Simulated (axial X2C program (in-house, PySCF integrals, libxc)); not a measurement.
# All-electron X2C curves of HfSi⁺, part 1 of 2

What are the state, bond length, wavenumber and bond energy of HfSi⁺, and what does spin–orbit coupling change?

The runs use an in-house X2C program for linear molecules on PySCF integrals; all-electron X2C, Hf dyall-cv3z, Si dyall-v3z.

All values are calculated.

## (1) Input

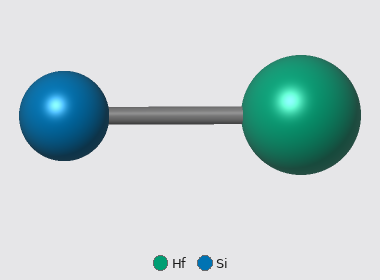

The two atoms at 2.680 Å (hafnium teal, silicon blue).

task.json reads:

```json
{"zs": [72, 14], "q": 1, "bas": ["dyall-cv3z", "dyall-v3z"], "levels": ["PBE0", "HF", "B3LYP"], "cc": true, "r0": 2.68, "thr": -1.0, "nmax": 90, "npts": 10, "nst": 2, "ntry": 6}
```

Keys: zs atomic numbers; q charge; bas basis sets; levels methods (HF also brings MP2); cc coupled cluster on or off; r0 starting distance in Å; thr threshold in hartree for freezing inner shells (an s shell follows its p shell); nmax most natural virtual spinors; npts points asked for on the curve; nst determinants followed; ntry starts of the search.

Command:

```
$ python so2c.py task.json out
```

Spin-free means the one-electron spin-free X2C Hamiltonian; two-component (2c) means X2C with spin–orbit coupling and atomic mean-field two-electron Coulomb and Gaunt terms. Basis: Hf dyall-cv3z contracted to [13s14p9d7f4g], Si dyall-v3z contracted to [8s7p2d1f]; Gaussian nuclei, density fitting. Masses: Hf 179.947 u, Si 27.977 u.

Notation: σ, π±, δ± give the projection m of an orbital's angular momentum (0, ±1, ±2), α and β its spin, Λ and M_S the sums; ω is the projection of a spinor's total angular momentum and Ω the sum. Logs are in hartree.

The results follow Hamiltonian by Hamiltonian and level by level.

## (2) Which state to follow

PBE0 moves the distance from 2.680 Å to 2.505 Å and compares determinants there.

Spin-free determinants:

| ΔE (eV) | state | open shells |
| --- | --- | --- |
| 0.00 | M_S = 3/2, Λ = 0 | beyond closed shells: σα, π+α, π-α |
| 0.17 | M_S = 1/2, Λ = 0 | beyond closed shells: σβ, π+α, π-α |
| 0.46 | M_S = 3/2, Λ = 2 | beyond closed shells: π+α, π-α, δ+α |
| 0.46 | M_S = 1/2, Λ = 1 | beyond closed shells: π+α, π+β, π-α |
| 0.54 | M_S = 5/2, Λ = 2 | beyond closed shells: 2 × σα, π+α, π-α, δ+α |
| 0.72 | M_S = 1/2, Λ = 0 | beyond closed shells: σα, π+β, π-α |
| 0.78 | M_S = 3/2, Λ = 1 | beyond closed shells: 2 × σα, π+α, π+β, π-α |

Two-component determinants:

```json
{"ΔE (eV)": "0.00", "state": "Ω = 3/2", "open shells": "excess of +ω over −ω: ω = 3/2"}
{"ΔE (eV)": "0.19", "state": "Ω = 1/2", "open shells": "excess of +ω over −ω: 2 × ω = -1/2, ω = 3/2"}
{"ΔE (eV)": "0.28", "state": "Ω = 1/2", "open shells": "excess of +ω over −ω: ω = 1/2"}
{"ΔE (eV)": "0.54", "state": "Ω = 5/2", "open shells": "excess of +ω over −ω: ω = -1/2, 2 × ω = 3/2"}
{"ΔE (eV)": "0.63", "state": "Ω = 1/2", "open shells": "excess of +ω over −ω: ω = 1/2"}
{"ΔE (eV)": "0.67", "state": "Ω = 7/2", "open shells": "excess of +ω over −ω: ω = -1/2, ω = 3/2, ω = 5/2"}
{"ΔE (eV)": "0.73", "state": "Ω = 9/2", "open shells": "excess of +ω over −ω: ω = 1/2, ω = 3/2, ω = 5/2"}
```

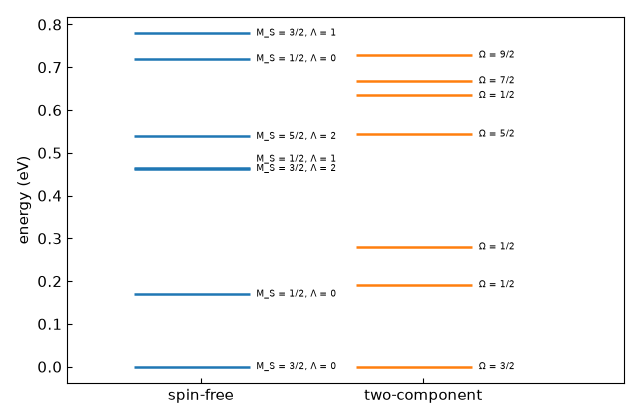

The determinants found, each set from its own lowest.

## (3) PBE0, spin-free

State followed: M_S = 3/2, Λ = 0 (beyond closed shells: σα, π+α, π-α). The scan is laid around 2.505 Å, a first estimate of the minimum, and this SCF restarts from the orbitals of the search.

Output at 2.505 Å:

```text
spin-free X2C-1e  PBE0
basis functions 231  fitting functions 1213  grid points 5082
iter        total energy     max residual
   1     -15368.250694667     3.85e-06
   2     -15368.250694667     4.93e-06
converged
one-electron -21503.71542364  Coulomb 6255.84994881  exact exchange -81.97357243  xc functional -251.35002209  nuclear repulsion 212.93837469
```

Along the bond, energies from the lowest point:

```tsv
R (Å)	E (eV)	μ (D)	HOMO (eV)	LUMO (eV)	iterations
2.179	0.9052	-0.71	-10.87	-9.01	15
2.280	0.3783	-0.62	-10.91	-8.77	15
2.355	0.1504	-0.51	-10.94	-8.60	15
2.430	0.0325	-0.38	-10.96	-8.46	14
2.505	0.0000	-0.23	-10.97	-8.43	2
2.593	0.0436	-0.02	-10.98	-8.40	14
2.680	0.1513	0.21	-10.98	-8.38	14
2.793	0.3530	0.54	-10.96	-8.35	15
2.931	0.6546	0.95	-10.80	-8.33	16
3.131	1.1306	1.54	-10.57	-8.31	18
```

Dipoles are positive if Si is the positive end and refer to the centre of mass.

Outer orbitals at the reference distance:

```
symmetry  occupied  ε (eV)              atomic character
     φ-α       yes  -27.83                     100% Hf f
     φ+α       yes  -27.83                     100% Hf f
     φ+β       yes  -27.80                     100% Hf f
     φ-β       yes  -27.80                     100% Hf f
     δ-α       yes  -27.67                     100% Hf f
     δ+α       yes  -27.67                     100% Hf f
     π+α       yes  -27.56                     100% Hf f
     π-α       yes  -27.56                     100% Hf f
     δ+β       yes  -27.55                     100% Hf f
     δ-β       yes  -27.55                     100% Hf f
      σα       yes  -27.53                     100% Hf f
     π-β       yes  -27.39                     100% Hf f
     π+β       yes  -27.39                     100% Hf f
      σβ       yes  -27.34                     100% Hf f
      σα       yes  -18.36  59% Si s, 12% Hf d, 11% Hf s
      σβ       yes  -16.68  62% Si s, 11% Hf d, 11% Hf s
      σα       yes  -12.03   46% Si p, 38% Hf s, 8% Si s
     π-α       yes  -11.59   51% Hf d, 37% Si p, 5% Hf p
     π+α       yes  -11.59   51% Hf d, 37% Si p, 5% Hf p
      σα       yes  -11.15  60% Hf d, 22% Hf s, 12% Si p
      σβ       yes  -10.97   44% Si p, 40% Hf s, 6% Si s
     δ-α        no   -8.43                      99% Hf d
     δ+α        no   -8.43                      99% Hf d
     π+β        no   -8.33   52% Hf d, 39% Si p, 4% Hf p
     π-β        no   -8.33   52% Hf d, 39% Si p, 4% Hf p
```

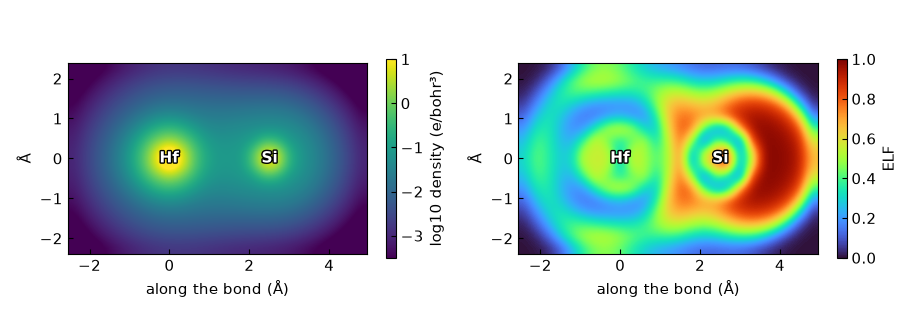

PBE0 fields in a plane through the axis, from a grid of 0.3 Å; Hf lies at z = 0 and Si at z = 2.505 Å; the ELF is damped to zero where the density is low.

Re = 2.501 Å, ωe = 362 cm⁻¹, ωexe = 1.01 cm⁻¹, Be = 0.1113 cm⁻¹, De = 2.98 eV, μ = -0.24 D.

## (4) HF, spin-free

The SCF at the reference distance of 2.505 Å:

```text
spin-free X2C-1e  HF
basis functions 231  fitting functions 1213  grid points 5082
iter        total energy     max residual
   1     -15362.821389869     8.47e-01
   2     -15362.868740760     3.28e-02
   3     -15362.868766465     4.27e-02
   4     -15362.875067927     2.33e-03
   5     -15362.875918648     2.53e-03
   6     -15362.876627929     2.33e-03
   7     -15362.877320950     2.41e-03
   8     -15362.878397439     2.45e-03
   9     -15362.879691178     2.32e-03
  10     -15362.882319827     1.34e-03
  11     -15362.881631628     1.80e-03
  12     -15362.882897029     7.12e-04
  13     -15362.883055899     4.75e-04
  14     -15362.883090304     4.91e-04
  15     -15362.883142009     1.55e-04
  16     -15362.883142924     2.21e-04
  17     -15362.883146170     4.60e-05
  18     -15362.883146422     1.48e-05
  19     -15362.883146457     8.51e-06
  20     -15362.883146468     4.98e-06
  21     -15362.883146473     2.90e-06
  22     -15362.883146475     1.19e-06
converged
one-electron -21503.35801847  Coulomb 6255.68426578  exact exchange -328.14776848  xc functional 0.00000000  nuclear repulsion 212.93837469
```

Re = 2.527 Å, ωe = 361 cm⁻¹, ωexe = 0.962 cm⁻¹, Be = 0.109 cm⁻¹, De = 1.09 eV, μ = 1.01 D.

## (5) B3LYP, spin-free

Output at 2.505 Å:

```text
spin-free X2C-1e  B3LYP
basis functions 231  fitting functions 1213  grid points 5082
iter        total energy     max residual
   1     -15368.929753136     1.48e-01
   2     -15368.931383057     6.23e-03
   3     -15368.930104303     1.23e-02
   4     -15368.931724896     2.11e-03
   5     -15368.931608164     3.03e-03
   6     -15368.931863185     2.44e-04
   7     -15368.931866890     2.37e-04
   8     -15368.931870325     6.25e-05
   9     -15368.931870875     1.60e-05
  10     -15368.931870941     5.96e-06
  11     -15368.931870948     1.49e-06
  12     -15368.931870949     5.28e-07
converged
one-electron -21503.21502186  Coulomb 6255.32602868  exact exchange -65.57084205  xc functional -268.41041042  nuclear repulsion 212.93837469
```

Re = 2.529 Å, ωe = 343 cm⁻¹, ωexe = 1.05 cm⁻¹, Be = 0.1088 cm⁻¹, De = 2.86 eV, μ = 0.31 D.

## (6) MP2 and beyond, spin-free

Correlated methods: 7 electrons correlated (frozen shells, counted by type: Hf 5 s, 4 p, 2 d, 1 f; Si 2 s, 1 p), 289 virtual spinors in MP2, 90 natural virtuals in coupled cluster.

Output of the correlated part at 2.505 Å:

```text
correlated 7  virtual 289  natural virtual 90  E(MP2) -0.122237988  MP2 remainder -0.003601285
iter   CCSD correlation   residual
   1     -0.134810153   1.49e-01
   2     -0.143919804   8.11e-02
   3     -0.146984190   4.65e-02
   4     -0.149242755   3.00e-02
   5     -0.149936654   1.46e-02
   6     -0.150208433   7.70e-03
   7     -0.150324810   4.56e-03
   8     -0.150334701   2.60e-03
   9     -0.150348812   1.45e-03
  10     -0.150354406   6.69e-04
  11     -0.150360748   2.87e-04
  12     -0.150361730   1.26e-04
  13     -0.150363224   6.58e-05
  14     -0.150364288   3.47e-05
  15     -0.150365417   2.15e-05
  16     -0.150366059   1.24e-05
  17     -0.150366246   7.43e-06
  18     -0.150366393   5.24e-06
  19     -0.150366467   3.16e-06
  20     -0.150366523   1.63e-06
  21     -0.150366532   8.75e-07
(T) -0.010890636  T1 0.1142  D1 0.2441  max T2 0.094
```

T1 in the output is the amplitude norm over the root of the electron number; divide by √2 for the Lee–Taylor value.

MP2: No constants are quoted: the reference is strongly spin-contaminated.

CCSD: Re = 2.532 Å, ωe = 354 cm⁻¹, ωexe = 1.04 cm⁻¹, Be = 0.1086 cm⁻¹, De = 2.30 eV. T1 at Re = 0.081 (Lee–Taylor, the printed value over √2).

CCSD(T): Re = 2.542 Å, ωe = 345 cm⁻¹, ωexe = 1.13 cm⁻¹, Be = 0.1077 cm⁻¹, De = 2.50 eV. T1 at Re = 0.082 (Lee–Taylor, the printed value over √2).

## (7) A higher determinant, spin-free

State: M_S = 1/2, Λ = 0 (beyond closed shells: σβ, π+α, π-α).

Output at the reference distance:

```text
spin-free X2C-1e  PBE0
basis functions 231  fitting functions 1213  grid points 5082
iter        total energy     max residual
   1     -15368.244465045     9.17e-06
   2     -15368.244465051     6.32e-06
   3     -15368.244465053     7.30e-06
   4     -15368.244465056     3.56e-06
   5     -15368.244465057     1.31e-06
converged
one-electron -21503.65063905  Coulomb 6255.78848563  exact exchange -81.97220938  xc functional -251.34847694  nuclear repulsion 212.93837469
```

```tsv
R (Å)	E above the lowest PBE0 point (eV)
2.179	1.109
2.280	0.568
2.355	0.331
2.430	0.207
2.505	0.170
2.593	0.209
2.680	0.316
2.793	0.517
2.931	0.822
```

Re = 2.506 Å, ωe = 364 cm⁻¹, ωexe = 0.992 cm⁻¹, Be = 0.1109 cm⁻¹, μ = -0.42 D. ⟨S²⟩ = 1.76 against 0.75 for a pure state, so this determinant mixes spins. Te = 0.17 eV. As a difference of two determinants it need not be a gap between pure terms.

## (8) The spin-free curves together

Energy (eV) of the followed determinant, spin-free, from each level's lowest point:

```tsv
R (Å)	PBE0	HF	MP2 (spin-contaminated)	CCSD	CCSD(T)	B3LYP
2.179	0.905	1.065	1.007	n/a	n/a	0.998
2.280	0.378	0.476	0.439	0.479	0.503	0.444
2.355	0.150	0.209	0.187	0.213	0.229	0.195
2.430	0.032	0.059	0.049	0.061	0.069	0.055
2.505	0.000	0.000	0.000	0.000	0.000	0.000
2.593	0.044	0.020	0.029	0.015	0.005	0.016
2.680	0.151	0.111	0.127	0.099	0.078	0.096
2.793	0.353	0.299	0.323	0.276	0.238	0.262
2.931	0.655	0.586	0.632	n/a	n/a	0.520
3.131	1.131	0.973	1.177	n/a	n/a	0.937
```

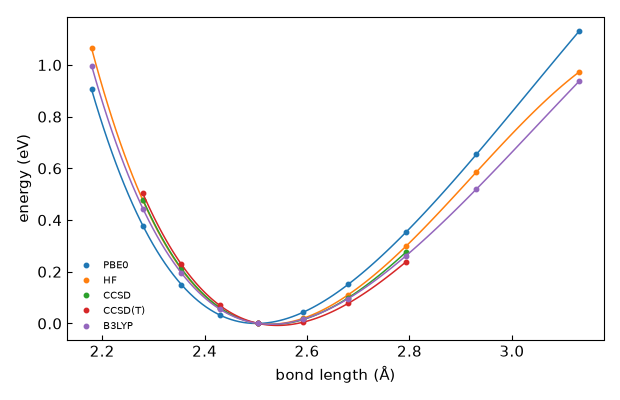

Curves of the followed state, spin-free, each from its own lowest point. Left out: MP2.

(Continued in part 2 of 2.)
